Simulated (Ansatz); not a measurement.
# NdGaO2: a closer look at a trial structure

The task, for NdGaO2: compute bands, density of states and charges.

Computed with Ansatz 0.2.0 (DFT PBE, scalar-relativistic, plane waves, PAW; 4f electrons in the core of a trivalent norm-conserving potential, unless a step's input says otherwise).

## Step 1: The structure to begin with

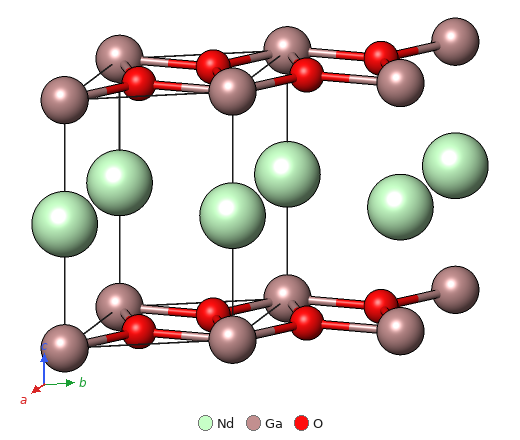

The starting structure, seen slightly off an axis (neodymium light green, gallium pink, oxygen red). 1×2×1 cells are drawn. Atoms on the faces are drawn again on the opposite ones.

Coordinates:

```
CELL_PARAMETERS angstrom
3.81607 0.00000 0.00000
-1.90803 3.30481 0.00000
0.00000 0.00000 5.71952
ATOMIC_POSITIONS crystal
Nd 0.00000 0.00000 0.50000
Ga 0.00000 0.00000 0.00000
O 0.33333 0.66667 0.00000
O 0.66667 0.33333 0.00000
```

It is the end of an earlier relaxation with the same method, from a generated guess; it is a trial structure. At a tolerance of 0.05 Å it has space group P6/mmm (No. 191); it has 18.03 Å³/atom, an uncorrected energy of +0.09 eV/atom over the elements.

## Step 2: Bands, states and charges

The input, input.yaml:

```yaml
crystal:
  lattice:
    - [3.8160689391, 0.0, 0.0]
    - [-1.9080344695, 3.3048126438, 0.0]
    - [0.0, 0.0, 5.7195221003]
  atoms:
    - { symbol: Nd, position: [0.0, 0.0, 0.5] }
    - { symbol: Ga, position: [0.0, 0.0, 0.0] }
    - { symbol: O, position: [0.3333333333, 0.6666666667, 0.0] }
    - { symbol: O, position: [0.6666666667, 0.3333333333, 0.0] }
basis:
  ecutwfc: 660
kpoints:
  mp_grid: { grid: [12, 12, 8] }
  band_path:
    path:
      - [[0.0, 0.0, 0.0], [0.5, 0.0, 0.0], [0.33333333, 0.33333333, 0.0], [0.0, 0.0, 0.0], [0.0, 0.0, 0.5], [0.5, 0.0, 0.5], [0.33333333, 0.33333333, 0.5], [0.0, 0.0, 0.5]]
      - [[0.5, 0.0, 0.5], [0.5, 0.0, 0.0]]
      - [[0.33333333, 0.33333333, 0.5], [0.33333333, 0.33333333, 0.0]]
    npoints: 14
hamiltonian:
  xc: pbe
  pseudopotentials:
    kind: paw
    azcp: { Nd: "pseudopotentials/pbe/nc/lanthanide_3plus/Nd.nc.azcp" }
scf:
  occupations: { method: gaussian, width: 0.1 }
  n_extra_bands: 10
output:
  forces: true
  stress: true
  eigenvalues: true
  populations: true
  dos: { projected: true, de: 0.02, nscf_kmesh: { grid: [15, 15, 10] } }
  bader: true
```

Launch:

```console
$ ansatz run input.yaml --threads 1 --pin off --max-ram 2560MiB --backend cpu --events-out ev --progress --plain --runs-dir out
```

Standard output:

```text
Error: output.bader: true with hamiltonian.pseudopotentials: <unaugmented record beside PAW files> — this reads the all-electron partial waves of every species, and a norm-conserving record has none; drop the request, or put every species on PAW files
```

It took 0.06 s on 1 thread of Arm Neoverse V1, shared host; peak memory 0.072 GiB.

The input was turned down before any cycle.

## Step 3: Bands, states and charges

input.yaml: that of step 2 with these lines changed.

```diff
@@ -14,8 +14,2 @@
   mp_grid: { grid: [12, 12, 8] }
-  band_path:
-    path:
-      - [[0.0, 0.0, 0.0], [0.5, 0.0, 0.0], [0.33333333, 0.33333333, 0.0], [0.0, 0.0, 0.0], [0.0, 0.0, 0.5], [0.5, 0.0, 0.5], [0.33333333, 0.33333333, 0.5], [0.0, 0.0, 0.5]]
-      - [[0.5, 0.0, 0.5], [0.5, 0.0, 0.0]]
-      - [[0.33333333, 0.33333333, 0.5], [0.33333333, 0.33333333, 0.0]]
-    npoints: 14
 hamiltonian:
@@ -34,2 +28,2 @@
   dos: { projected: true, de: 0.02, nscf_kmesh: { grid: [15, 15, 10] } }
-  bader: true
+  bader: false
```

Launch:

```console
$ ansatz run input.yaml --threads 1 --pin off --max-ram 2560MiB --backend cpu --events-out ev --progress --plain --runs-dir out
```

Standard output:

```text
Warning: RAYON_NUM_THREADS=1 ignored (pool sized by the plan → 1); use --threads N
Nd: read from a norm-conserving record beside PAW files; such a site has no one-centre terms, and under a hybrid no exact exchange with its core (scaled_semilocal), whatever hamiltonian.pseudopotentials.frozen_core_exchange says
scf.n_extra_bands = 10 over 18 filled bands (N_el = 36.0): the run solves 28 bands
Engine: ansatz 0.2.0, aarch64-unknown-linux-gnu
Pseudopotentials: kind: paw
Pseudopotential: Nd, nc, valence charge 11, recommended cutoff 653.07327 eV (normal), <dir>
Pseudopotential: Ga, paw, valence charge 13, recommended cutoff 420 eV (normal), Ga.paw.azcp
Pseudopotential: O, paw, valence charge 6, recommended cutoff 420 eV (normal), O.paw.azcp
Functional definition: PBE
  parameter kappa = 0.804
  parameter beta = 0.06672455060314922
  exchange = pbe_x(kappa = kappa, mu = beta*pi^2/3)
  correlation = pbe_c(beta = beta)
Crystal: 4 atoms, lattice volume = 72.131 Å³
Basis set: ecut = 660 eV, 2729 PW (Γ), exchange–correlation on 64×64×96 points (8 copies of the dense FFT grid, shifted against one another)
Bands: 28, of which v1, the nominal top of the filled ones, is band 18 counted from 1 (17 counted from 0)
Symmetry: 24 space group operations
Space group: P6/mmm (ITA 191), of the structure as read, at distance tolerance 4.2e-5 Å
k-points: 95 of 1152
Non-local potential: Nd, projectors of the file, l = 0: 2, l = 1: 2, l = 2: 2, l = 3: 1
Non-local potential: Ga, projectors of the file, l = 0: 2, l = 1: 2, l = 2: 3, l = 3: 1
Non-local potential: O, projectors of the file, l = 0: 2, l = 1: 2, l = 2: 1
PAW form: soft (Blöchl's): semilocal exchange-correlation on the pseudo side does not see the compensation charge
PAW one-centre angular grid: Ga, 590 points (default); XC on 64 Gauss nodes
PAW one-centre angular grid: O, 110 points (default); XC on 64 Gauss nodes
Initial density: superposition of atomic densities (chi_scale 0.1, normalization cell, long waves kept (reshape's long-wave potential 0.20 eV rms))
Initial wavefunctions: pseudopotential atomic-orbital guess
Functional: x = pbe(κ = 0.804, μ = 0.2195149727645171), c = pbe(β = 0.06672455060314922)
SCF iter   1: F=—  HF=-5969.169698 eV  |F-HF|=—  |Δ(HF+E_count)|=         —  Δρ=3.46e-1  dr2=2.36e2  ethr=3.10e-3  ⟨swp⟩=5.6  Hψ=12622  notcnv=0  defer=18
preconditioner: auto → Kerker (q_TF=auto, 2.430 Å⁻¹)  [metal: Δε(μ)=0.005 eV  Ē_g=15.185 eV  σ=0.100 eV  W_gap=0.03  n_scr=22 (ndim 8)  ℏωp=25.5 eV  f_vac=0.000  D(μ)=4.65/eV (n_scr^D=42)]
SCF iter   2: F=—  HF=-5952.851005 eV  |F-HF|=—  |Δ(HF+E_count)|=    1.63e1  Δρ=4.45e-2  dr2=2.67e0  ethr=3.10e-3  ⟨swp⟩=3.3  Hψ=6179  notcnv=0  defer=351
SCF iter   3: F=—  HF=-5952.667965 eV  |F-HF|=—  |Δ(HF+E_count)|=   1.83e-1  Δρ=2.41e-2  dr2=3.75e-1  ethr=3.10e-3  ⟨swp⟩=2.0  Hψ=3647  notcnv=0  defer=342
SCF iter   4: F=—  HF=-5952.606571 eV  |F-HF|=—  |Δ(HF+E_count)|=   6.14e-2  Δρ=8.06e-3  dr2=4.91e-2  ethr=1.04e-3  ⟨swp⟩=2.0  Hψ=3605  notcnv=0  defer=351
SCF iter   5: F=—  HF=-5952.601403 eV  |F-HF|=—  |Δ(HF+E_count)|=   5.17e-3  Δρ=3.44e-3  dr2=6.50e-3  ethr=1.36e-4  ⟨swp⟩=2.2  Hψ=4271  notcnv=0  defer=350
SCF iter   6: F=—  HF=-5952.600625 eV  |F-HF|=—  |Δ(HF+E_count)|=   7.78e-4  Δρ=1.32e-3  dr2=9.37e-4  ethr=1.81e-5  ⟨swp⟩=2.2  Hψ=3813  notcnv=0  defer=350
SCF iter   7: F=—  HF=-5952.600490 eV  |F-HF|=—  |Δ(HF+E_count)|=   1.35e-4  Δρ=4.09e-4  dr2=7.89e-5  ethr=2.60e-6  ⟨swp⟩=3.0  Hψ=4581  notcnv=0  defer=351
SCF iter   8: F=—  HF=-5952.600579 eV  |F-HF|=—  |Δ(HF+E_count)|=   8.88e-5  Δρ=8.21e-5  dr2=4.11e-6  ethr=2.19e-7  ⟨swp⟩=2.0  Hψ=3528  notcnv=0  defer=351
SCF iter   9: F=—  HF=-5952.600579 eV  |F-HF|=—  |Δ(HF+E_count)|=   3.80e-7  Δρ=2.10e-5  dr2=3.77e-7  ethr=1.14e-8  ⟨swp⟩=2.0  Hψ=3592  notcnv=0  defer=351
SCF iter  10: F=-5952.600579 eV  HF=-5952.600579 eV  |F-HF|=6.08e-8  |Δ(HF+E_count)|=   2.25e-8  Δρ=7.22e-6  dr2=7.53e-8  ethr=2.78e-10  ⟨swp⟩=11.8  Hψ=15712  notcnv=0
SCF 1 converged in 10 iterations: F = -5952.600579 eV  dr2 = 7.53e-8
NSCF: frozen V_eff on 162 k-points
SCF converged after 10 iterations
Free energy (F): -5952.600579 eV
Harris-Foulkes:  -5952.600579 eV  (|F-HF|=6.08e-8)
Internal energy: -5952.574139 eV  (E = F + TS)
E sigma→0 (E₀):  -5952.587359 eV
Entropy (-TS):   -0.026440 eV (-6.610 meV/atom)
Fermi energy:    9.024146 eV
--- Per-component energies (eV) ---
  E_band       = -130.333403
  E_kinetic    = 698.343598
  E_local      = -3673.219082  (includes V_loc(G=0)·N_el)
  E_nonlocal   = 577.164564
  E_hartree    = 1587.561104
  E_xc         = -467.432439
  E_vxc        = -421.325109  (∫ρ·V_xc dr)
  E_paw        = -2306.328968  (= ΣΔE_a)
  E_vpaw       = -486.405623  (= ΣTr[D̂ρ^β])
  E_aug_tail   = 0.000764  (compensation charges beyond the density's cutoff)
  E_ewald      = -2368.663681
  E_smearing   = -0.026440  (= −TS)
  E_closure    = -0.000000  (closes the sum)
  Σ components = -5952.600579   (vs F -5952.600579, Δ=0.00e0)
--- Forces (eV/Å), atoms counted from 1 ---
  atom   1  Nd     0.00000000    -0.00000000     0.00000000
  atom   2  Ga     0.00000000    -0.00000000     0.00000000
  atom   3  O     -0.00000000    -0.00000000    -0.00000000
  atom   4  O      0.00000000     0.00000000     0.00000000
  max |Σ_I F_I| component: 1.11e-16 eV/Å
--- Stress (GPa, compression-positive) ---
        0.009981       0.000000       0.000000
       -0.000000       0.009981      -0.000000
        0.000000      -0.000000       0.043050
  P = ⅓ Tr σ = 0.0210 GPa (0.210 kbar)
--- Band table (eV; the first three rows and the last of 95) ---
  k-point 0: bands = ["-29.7450", "-10.9252", "-10.5313", "-10.5313", "-10.3749", "-6.7469", "-5.5636", "-5.5314", "-5.5314", "-5.4751", "-5.4751", "4.3622", "4.8521", "4.8521", "5.7598", "6.7386", "6.7386", "6.8775", "7.8522", "10.3938", "10.3938", "12.0976", "12.0976", "13.0243", "14.6633", "17.4178", "17.8090", "17.9377"]
  k-point 1: bands = ["-29.7449", "-10.9600", "-10.5315", "-10.5315", "-10.3430", "-6.7469", "-5.5471", "-5.5305", "-5.5305", "-5.4750", "-5.4750", "4.1843", "4.8539", "4.8539", "6.0110", "6.7253", "6.7253", "6.9331", "7.8496", "10.3829", "10.3829", "12.1160", "12.1160", "12.3343", "14.8991", "17.8487", "17.8770", "18.0598"]
  k-point 2: bands = ["-29.7447", "-11.0319", "-10.5319", "-10.5319", "-10.2785", "-6.7468", "-5.5284", "-5.5284", "-5.5071", "-5.4750", "-5.4750", "3.8758", "4.8581", "4.8581", "6.5300", "6.6937", "6.6937", "7.0769", "7.8432", "10.3569", "10.3569", "11.2269", "12.1597", "12.1597", "14.8385", "17.9480", "18.4145", "18.4145"]
  k-point 94: bands = ["-29.6909", "-10.9041", "-10.9041", "-10.8859", "-8.7568", "-8.7568", "-5.6198", "-5.5438", "-5.5438", "-5.1961", "-5.1961", "1.1905", "5.8213", "5.8213", "6.1361", "6.1361", "8.0510", "9.2996", "10.1573", "10.1573", "10.2042", "10.2042", "10.3917", "13.9101", "16.7827", "16.7827", "19.4881", "19.4881"]
--- Löwdin populations: 4 sites ---
  site symbol       q [e]
     0     Nd     10.5165
     1     Ga     12.4398
     2      O      6.4651
     3      O      6.4651
  spilling = 0.003150 (of n_electrons = 36.000000)
```

It took 46 s on 1 thread of Arm Neoverse V1, shared host; peak memory 0.64 GiB.

Per atom:

| atom | Löwdin electrons |
| --- | --- |
| Nd1 | 10.52 |
| Ga2 | 12.44 |
| O3 | 6.47 |
| O4 | 6.47 |

Counts of states by energy window (eV from the Fermi level), total and by projection:

```csv
from,to,total,Nd 6s,Nd 5d,Ga 4s,Ga 4p,O 2p
-8,-7,0.81,0.01,0.04,0.29,0.01,0.44
-7,-6,0.70,0.02,0.03,0.23,0.02,0.38
-6,-5,1.09,0.03,0.02,0.08,0.14,0.79
-5,-4,2.09,0.05,0.05,0.03,0.29,1.60
-4,-3,1.64,0.04,0.15,0.08,0.09,1.20
-3,-2,2.64,0.03,0.20,0.12,0.11,2.03
-2,-1,1.87,0.15,0.25,0.02,0.07,1.32
-1,0,3.09,0.20,1.25,0.04,0.20,1.32
0,1,3.57,0.17,1.89,0.05,0.16,1.19
1,2,2.69,0.15,1.71,0.18,0.13,0.41
2,3,3.84,0.06,2.33,0.29,0.54,0.44
3,4,0.89,0.03,0.55,0.01,0.18,0.06
4,5,0.55,0.05,0.41,0.00,0.02,0.01
5,6,0.78,0.13,0.34,0.06,0.09,0.02
```

Below -8 eV lie 22 or so more states.

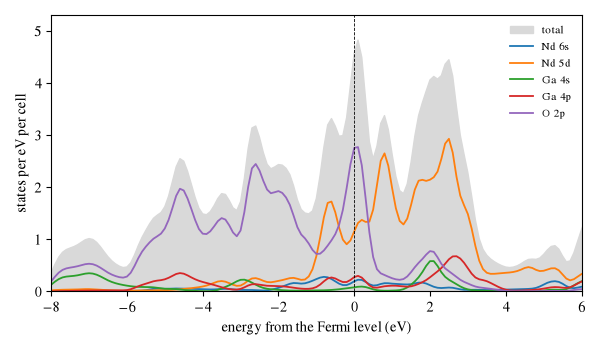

Total and projected density of states, smoothed over about 0.40 eV.

## Step 4: A further run, with the input changed

input.yaml: that of step 3 with these lines changed.

```diff
@@ -20,10 +20,6 @@
 scf:
-  occupations: { method: gaussian, width: 0.1 }
-  n_extra_bands: 10
+  max_iter: 50
 output:
   forces: true
+  eigenvalues: true
   stress: true
-  eigenvalues: true
-  populations: true
-  dos: { projected: true, de: 0.02, nscf_kmesh: { grid: [15, 15, 10] } }
-  bader: false
```

Launch:

```console
$ ansatz run input.yaml --threads 1 --pin off --max-ram 2560MiB --backend cpu --events-out ev --progress --plain --runs-dir out
```

Standard output:

```text
Error: YAML parse error: `scf.occupations.method` is required: fixed only where the cell keeps a band gap throughout the run, explicit beside scf.occupations.values (under evaluate: without them), else a smearing such as fermi_dirac (scf.occupations.width is optional; its entry in the input reference gives the default)
```

Run time: 0.02 s. Hardware: 1 thread of Arm Neoverse V1, shared host; peak memory 0.023 GiB.

## Step 5: Reading the log

The program refused the input before any cycle. The line that matters: «`scf.occupations.method` is required: fixed only where the cell keeps a band gap throughout the run, explicit beside scf.occupations.values (under evaluate: without them) ...»

The suspect setting: scf.occupations.method is missing; scf.occupations.width is missing. A required setting is missing, and the program won't guess it.

The cure: set scf.occupations.method to gaussian and scf.occupations.width to 0.1.

## Step 6: What came out

| quantity | value |
| --- | --- |
| gap | none (metal) |
| states at the Fermi level | 5.11 per eV per cell |

There is no gap at this level. Of the projected weight within 0.25 eV of the Fermi level, the largest part is O 2p (61 %) and Nd 5d (26 %). These runs have no spin-orbit coupling; with Nd it would split and shift bands. The lanthanide's 4f electrons sit in the core of its potential, so it is trivalent by construction and shows no f bands or moments.
